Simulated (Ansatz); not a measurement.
# Work function of Ta(100): what the settings cost and change, part 2 of 2

How far do cutoff, k-mesh and smearing move the work function of Ta(100)?

Ansatz 0.2.0; plane-wave DFT, PBE, Ansatz PAW.

So far. Step 7 (Run): The work function is 4.006 eV, +0.007 eV from the run “cutoff 420 eV”, at 0.18 times its CPU time.

## Step 8: Run

File input.yaml:

```yaml
crystal:
  lattice:
    - [3.31, 0.0, 0.0]
    - [0.0, 3.31, 0.0]
    - [0.0, 0.0, 27.93]
  atoms:
    - { symbol: Ta, position: [0.0, 0.0, 0.3222341568] }
    - { symbol: Ta, position: [0.5, 0.5, 0.3814894379] }
    - { symbol: Ta, position: [0.0, 0.0, 0.4407447189] }
    - { symbol: Ta, position: [0.5, 0.5, 0.5] }
    - { symbol: Ta, position: [0.0, 0.0, 0.5592552811] }
    - { symbol: Ta, position: [0.5, 0.5, 0.6185105621] }
    - { symbol: Ta, position: [0.0, 0.0, 0.6777658432] }
kpoints:
  mp_grid: { grid: [8, 8, 1] }
hamiltonian:
  xc: pbe
scf:
  occupations: { method: fermi_dirac, width: 0.1 }
  convergence: { dr2_threshold: 1.0e-09 }
efield:
  axis: 3
  dipole_correction: true
  ramp_position: 0.97
  ramp_width: 0.06
output:
  write_potential: true
  write_density: true
  volumetric_format: npy
```

Launch:

```bash
> ansatz run input.yaml --threads 2 --pin off --max-ram 3072MiB --backend cpu --events-out ev --progress --plain --runs-dir out
```

Numbers of over 12 decimals in the logs are rounded to 6 here.

The program printed:

```text
[...]
Crystal: 7 atoms, lattice volume = 306.004 Å³
Basis set: ecut = 420 eV, 6045 PW (Γ)
Bands: 55, of which v1, the nominal top of the filled ones, is band 46 counted from 1 (45 counted from 0)
Symmetry: 8 space group operations
k-points: 15 of 64
[...]
k-point 0: bands = [... 42 lower, 6.0462, 6.0462, 6.1164, 6.1164, 6.2589, 6.2589, 6.3435, 6.6999, ... 5 higher]
  k-point 1: bands = [... 42 lower, 5.5891, 5.6321, 5.9349, 6.0198, 6.0288, 6.3385, 6.3442, 6.5995, ... 5 higher]
  k-point 2: bands = [... 42 lower, 5.2190, 5.3370, 5.4309, 5.5377, 5.9009, 6.2501, 6.4295, 6.8220, ... 5 higher]
  k-point 14: bands = [... 42 lower, 4.3502, 5.1331, 5.1331, 6.2194, 6.2194, 7.7035, 7.7035, 7.8550, ... 5 higher]
[key lines of the parts left out:]
SCF converged after 10 iterations
Free energy (F): -69522.137828 eV
Fermi energy:    5.582799 eV
Dipole field:    D = -0.000000 V/Å  (p = -0.000000 e·Å, saw-weighted, corrected)
Work function:   Φ+ = 3.9997 eV   Φ− = 3.9997 eV
```

It took 21 s on 2 threads of Intel Xeon 6975P-C (Granite Rapids), shared host; peak memory 0.69 GiB; 36 s of CPU time.

The work function is 4.000 eV, +0.000 eV from the run “cutoff 420 eV”, at 0.51 times its CPU time.

## Step 9: Run

Changes to input.yaml since step 8:

```diff
@@ -14,3 +14,3 @@
 kpoints:
-  mp_grid: { grid: [8, 8, 1] }
+  mp_grid: { grid: [18, 18, 1] }
 hamiltonian:
```

The program printed:

```text
[...]
Crystal: 7 atoms, lattice volume = 306.004 Å³
Basis set: ecut = 420 eV, 6045 PW (Γ)
Bands: 55, of which v1, the nominal top of the filled ones, is band 46 counted from 1 (45 counted from 0)
Symmetry: 8 space group operations
k-points: 55 of 324
[...]
k-point 0: bands = [... 42 lower, 6.0469, 6.0469, 6.1169, 6.1169, 6.2592, 6.2592, 6.3448, 6.7009, ... 5 higher]
  k-point 1: bands = [... 42 lower, 5.9309, 6.0296, 6.1185, 6.1318, 6.1647, 6.2226, 6.3281, 6.6124, ... 5 higher]
  k-point 2: bands = [... 42 lower, 5.6800, 5.7009, 6.0241, 6.0474, 6.0599, 6.3007, 6.3041, 6.6002, ... 5 higher]
  k-point 54: bands = [... 42 lower, 4.3501, 5.1356, 5.1356, 6.2214, 6.2214, 7.7032, 7.7032, 7.8553, ... 5 higher]
[key lines of the parts left out:]
SCF converged after 10 iterations
Free energy (F): -69522.151969 eV
Fermi energy:    5.582400 eV
Dipole field:    D = 0.000000 V/Å  (p = 0.000000 e·Å, saw-weighted, corrected)
Work function:   Φ+ = 3.9987 eV   Φ− = 3.9987 eV
```

Run time: 73 s. Hardware: 2 threads; peak memory 1.2 GiB.

The work function is 3.999 eV, -0.001 eV from the run “cutoff 420 eV”, at 2.0 times its CPU time.

## Step 10: Slab

Changes to input.yaml since step 9:

```diff
@@ -14,3 +14,3 @@
 kpoints:
-  mp_grid: { grid: [18, 18, 1] }
+  mp_grid: { grid: [12, 12, 1] }
 hamiltonian:
@@ -18,3 +18,3 @@
 scf:
-  occupations: { method: fermi_dirac, width: 0.1 }
+  occupations: { method: gaussian, width: 0.05 }
   convergence: { dr2_threshold: 1.0e-09 }
```

The program printed:

```text
[...]
Crystal: 7 atoms, lattice volume = 306.004 Å³
Basis set: ecut = 420 eV, 6045 PW (Γ)
Bands: 55, of which v1, the nominal top of the filled ones, is band 46 counted from 1 (45 counted from 0)
Symmetry: 8 space group operations
k-points: 28 of 144
[...]
k-point 0: bands = [... 42 lower, 6.0130, 6.0130, 6.0822, 6.0822, 6.2265, 6.2265, 6.3121, 6.6642, ... 5 higher]
  k-point 1: bands = [... 42 lower, 5.7917, 5.8262, 6.0636, 6.0701, 6.1660, 6.1969, 6.2074, 6.5560, ... 5 higher]
  k-point 2: bands = [... 42 lower, 5.3720, 5.5035, 5.6597, 5.8471, 5.9231, 6.4425, 6.4486, 6.5077, ... 5 higher]
  k-point 27: bands = [... 42 lower, 4.3169, 5.1061, 5.1061, 6.1912, 6.1912, 7.6728, 7.6728, 7.8253, ... 5 higher]
[key lines of the parts left out:]
SCF converged after 11 iterations
Free energy (F): -69522.044057 eV
Fermi energy:    5.531674 eV
Dipole field:    D = -0.000000 V/Å  (p = -0.000000 e·Å, saw-weighted, corrected)
Work function:   Φ+ = 4.0774 eV   Φ− = 4.0774 eV
```

Elapsed: 37 s, on 2 threads; peak memory 0.83 GiB.

The work function is 4.077 eV, +0.078 eV from the run “cutoff 420 eV”, at 0.97 times its CPU time.

## Step 11: Run

Changes to input.yaml since step 10:

```diff
@@ -18,3 +18,3 @@
 scf:
-  occupations: { method: gaussian, width: 0.05 }
+  occupations: { method: methfessel_paxton, width: 0.2 }
   convergence: { dr2_threshold: 1.0e-09 }
```

The program printed:

```text
[...]
Crystal: 7 atoms, lattice volume = 306.004 Å³
Basis set: ecut = 420 eV, 6045 PW (Γ)
Bands: 55, of which v1, the nominal top of the filled ones, is band 46 counted from 1 (45 counted from 0)
Symmetry: 8 space group operations
k-points: 28 of 144
[...]
k-point 0: bands = [... 42 lower, 6.0220, 6.0220, 6.0907, 6.0907, 6.2405, 6.2405, 6.3242, 6.6734, ... 5 higher]
  k-point 1: bands = [... 42 lower, 5.8027, 5.8373, 6.0736, 6.0839, 6.1759, 6.2035, 6.2142, 6.5666, ... 5 higher]
  k-point 2: bands = [... 42 lower, 5.3849, 5.5099, 5.6684, 5.8564, 5.9359, 6.4469, 6.4529, 6.5180, ... 5 higher]
  k-point 27: bands = [... 42 lower, 4.3279, 5.1161, 5.1161, 6.2039, 6.2039, 7.6767, 7.6767, 7.8303, ... 5 higher]
[key lines of the parts left out:]
SCF converged after 11 iterations
Free energy (F): -69522.035952 eV
Fermi energy:    5.553013 eV
Dipole field:    D = 0.000000 V/Å  (p = 0.000000 e·Å, saw-weighted, corrected)
Work function:   Φ+ = 4.0480 eV   Φ− = 4.0480 eV
```

It took 42 s on 2 threads; peak memory 0.82 GiB.

The work function is 4.048 eV, +0.049 eV from the run “cutoff 420 eV”, at 1.1 times its CPU time.

## Step 12: Run

Changes to input.yaml since step 11:

```diff
@@ -18,3 +18,3 @@
 scf:
-  occupations: { method: methfessel_paxton, width: 0.2 }
+  occupations: { method: fermi_dirac, width: 0.3 }
   convergence: { dr2_threshold: 1.0e-09 }
```

The program printed:

```text
band count auto-derived: 62 (N_el = 91.0; filled up to band 46; 55 by the electrons, moments and atoms)
[...]
Crystal: 7 atoms, lattice volume = 306.004 Å³
Basis set: ecut = 420 eV, 6045 PW (Γ)
Bands: 62, of which v1, the nominal top of the filled ones, is band 46 counted from 1 (45 counted from 0)
Symmetry: 8 space group operations
k-points: 28 of 144
[...]
k-point 0: bands = [... 42 lower, 6.0559, 6.0559, 6.1239, 6.1239, 6.2351, 6.2351, 6.3224, 6.7237, ... 12 higher]
  k-point 1: bands = [... 42 lower, 5.8092, 5.8436, 6.0594, 6.1040, 6.2056, 6.2790, 6.2848, 6.6026, ... 12 higher]
  k-point 2: bands = [... 42 lower, 5.3728, 5.5665, 5.7087, 5.8983, 5.9249, 6.5307, 6.5396, 6.5733, ... 12 higher]
  k-point 27: bands = [... 42 lower, 4.3449, 5.1258, 5.1258, 6.1943, 6.1943, 7.7670, 7.7670, 7.9068, ... 12 higher]
[key lines of the parts left out:]
SCF converged after 10 iterations
Free energy (F): -69523.258003 eV
Fermi energy:    5.603625 eV
Dipole field:    D = -0.000000 V/Å  (p = -0.000000 e·Å, saw-weighted, corrected)
Work function:   Φ+ = 3.9736 eV   Φ− = 3.9736 eV
```

It took 45 s on 2 threads; peak memory 0.88 GiB; 86 s of CPU time.

The work function is 3.974 eV, -0.026 eV from the run “cutoff 420 eV”, at 1.2 times its CPU time.

## Step 13: Slab

Changes to input.yaml since step 12:

```diff
@@ -18,3 +18,3 @@
 scf:
-  occupations: { method: fermi_dirac, width: 0.3 }
+  occupations: { method: cold, width: 0.1 }
   convergence: { dr2_threshold: 1.0e-09 }
```

The program printed:

```text
[...]
Crystal: 7 atoms, lattice volume = 306.004 Å³
Basis set: ecut = 420 eV, 6045 PW (Γ)
Bands: 55, of which v1, the nominal top of the filled ones, is band 46 counted from 1 (45 counted from 0)
Symmetry: 8 space group operations
k-points: 28 of 144
[...]
k-point 0: bands = [... 42 lower, 6.0158, 6.0158, 6.0848, 6.0848, 6.2321, 6.2321, 6.3172, 6.6678, ... 5 higher]
  k-point 1: bands = [... 42 lower, 5.7957, 5.8305, 6.0670, 6.0757, 6.1699, 6.1987, 6.2092, 6.5599, ... 5 higher]
  k-point 2: bands = [... 42 lower, 5.3769, 5.5052, 5.6629, 5.8501, 5.9281, 6.4434, 6.4495, 6.5112, ... 5 higher]
  k-point 27: bands = [... 42 lower, 4.3209, 5.1095, 5.1095, 6.1956, 6.1956, 7.6728, 7.6728, 7.8258, ... 5 higher]
[key lines of the parts left out:]
SCF converged after 12 iterations
Free energy (F): -69522.037449 eV
Fermi energy:    5.534041 eV
Dipole field:    D = 0.000000 V/Å  (p = 0.000000 e·Å, saw-weighted, corrected)
Work function:   Φ+ = 4.0732 eV   Φ− = 4.0732 eV
```

Wall time 36 s (2 threads); peak memory 0.83 GiB; 69 s of CPU time.

The work function is 4.073 eV, +0.074 eV from the run “cutoff 420 eV”, at 0.97 times its CPU time.

## Step 14: The series together

Times are for 2 threads of Intel Xeon 6975P-C (Granite Rapids), shared host. The runs compared:

```
no.                            setting  work function, upper face (eV)   time  memory (GiB)
  1                      cutoff 200 eV                           4.045   16 s          0.45
  2                      cutoff 300 eV                           3.999   25 s          0.62
  3                      cutoff 420 eV                           3.999   40 s          0.83
  4                      cutoff 600 eV                           3.999   69 s           1.2
  5                           mesh 2x2                           4.292  5.2 s          0.55
  6                           mesh 4x4                           4.006  9.1 s          0.55
  7                           mesh 8x8                           4.000   21 s          0.69
  8                         mesh 18x18                           3.999   73 s           1.2
  9          Gaussian smearing 0.05 eV                           4.077   37 s          0.83
 10  methfessel_paxton smearing 0.2 eV                           4.048   42 s          0.82
 11        fermi_dirac smearing 0.3 eV                           3.974   45 s          0.88
 12               cold smearing 0.1 eV                           4.073   36 s          0.83
```

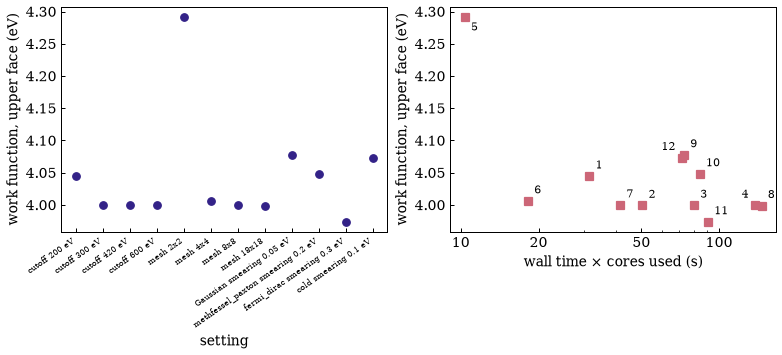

The series as plots; the last panel sets the first result against cost, with the runs numbered as in the table.

## Step 15: The same run with other settings

An input spoilt on purpose, to show how the run answers: it repeats the earlier run “cutoff 200 eV” with efield.axis from 3 to 2, and scf.max_iter set to 100; its output block differs too.

Changes to input.yaml since step 13:

```diff
@@ -18,6 +18,7 @@
 scf:
-  occupations: { method: cold, width: 0.1 }
+  occupations: { method: fermi_dirac, width: 0.1 }
   convergence: { dr2_threshold: 1.0e-09 }
+  max_iter: 100
 efield:
-  axis: 3
+  axis: 2
   dipole_correction: true
@@ -25,2 +26,4 @@
   ramp_width: 0.06
+basis:
+  ecutwfc: "200 eV"
 output:
```

The program printed:

```text
Warning: basis.ecutwfc = 200 eV is below the records' recommended 420 eV, and the density's cutoff is lower with it unless basis.ecutrho_ratio is high enough to keep the records' density cutoff: compare with a run at a higher cutoff
Engine: ansatz 0.2.0, x86_64-unknown-linux-gnu
Pseudopotentials: kind: paw
Pseudopotential: Ta, paw, valence charge 13, recommended cutoff 420 eV (normal), Ta.paw.azcp
Functional definition: PBE
  parameter kappa = 0.804
  parameter beta = 0.066725
  exchange = pbe_x(kappa = kappa, mu = beta*pi^2/3)
  correlation = pbe_c(beta = beta)
Crystal: 7 atoms, lattice volume = 306.004 Å³
Basis set: ecut = 200 eV, 1989 PW (Γ)
Bands: 55, of which v1, the nominal top of the filled ones, is band 46 counted from 1 (45 counted from 0)
Symmetry: 4 space group operations
k-points: 49 of 144 (time reversal used)
Non-local potential: Ta, projectors of the file, l = 0: 3, l = 1: 2, l = 2: 2, l = 3: 1
PAW form: soft (Blöchl's): semilocal exchange-correlation on the pseudo side does not see the compensation charge
PAW one-centre angular grid: Ta, 590 points (default); XC on 64 Gauss nodes
Initial density: superposition of atomic densities (neutral atoms: chi_scale 0, normalization atom), corrected by the library's trained network
Initial wavefunctions: pseudopotential atomic-orbital guess
Functional: x = pbe(κ = 0.804, μ = 0.219515), c = pbe(β = 0.066725)
Error: efield: ion 0 (Ta) at fractional coordinate 0.0000 along the field axis lies inside the sawtooth ramp with 2 of the planes that the density is read on at each end, [0.8450, 0.1550] — the ramp must sit in vacuum (an ion there feels the fictitious reversed slope); set or move the ramp (efield.ramp_position / ramp_width) or move the geometry
```

Run time: 0.33 s. Hardware: 2 threads; peak memory 0.33 GiB.

The program refused the input before any cycle.

The program's message: “Error: efield: ion 0 (Ta) at fractional coordinate 0.0000 along the field axis lies inside the sawtooth ramp with 2 of the planes that the density is read on at each end, [0.8450, 0.1550] — the ramp m …”

The fault put into the input: the field along an axis without vacuum.

## Step 16: Summary of results

| Item | Value |
| --- | --- |
| work function, cutoff 420 eV | 3.999 eV |
| work function, cutoff 600 eV | 3.999 eV |
| work function, mesh 2x2 | 4.292 eV |
| work function, fermi_dirac smearing 0.3 eV | 3.974 eV |

In words: The run at the highest cutoff gives 4.00 eV, and the settings tried spread the value from 3.97 to 4.29 eV. Against 600 eV, a cutoff of 200 eV is off by +0.045 eV. Against 600 eV, a cutoff of 420 eV is off by +0.000 eV. Against the finest mesh, 18 points along a, the coarser ones are off by +0.29 (2), +0.01 (4) and +0.00 (8) eV. The smearing schemes and widths spread it over 0.10 eV. The ladder's slabs use the tabulated experimental lattice constant (two decimals; a low-temperature value for the alkali metals). This open face is not relaxed here, and relaxation moves such faces by up to a few tenths of an eV. In 1 run of the series (cutoff 200 eV) the program warns that electrons reach the sawtooth's ramp, which makes dipole and work function less sure.

Calculation against experiment:

```
                                               quantity  measured    cutoff 600 eV
work function (clean (100) face, a compiled value) (eV)       4.1  4.00 (-0.10 eV)
```

Measured values from arxiv:1902.07811 (2019).

How well it matches: The work function is off by -0.10 eV: good agreement. The grades are ours: good and fair within 3 and 7 % for the work function. No cell relaxation is part of this session.

[Logs are printed without paths, hosts, clocks, repeated set-up lines and the standing remarks that a program may print on its own settings, such as how far it seeks lower states.]

[Hosts, paths, dates, database ids (printed as entryN), source tags and the programs' standing remarks are cut or masked in the printed files.]

[Maps of the electrostatic potential energy from Ansatz leave out the sawtooth potential of an applied field or a dipole correction, so their vacuum need not be flat; planar profiles and work functions include it.]
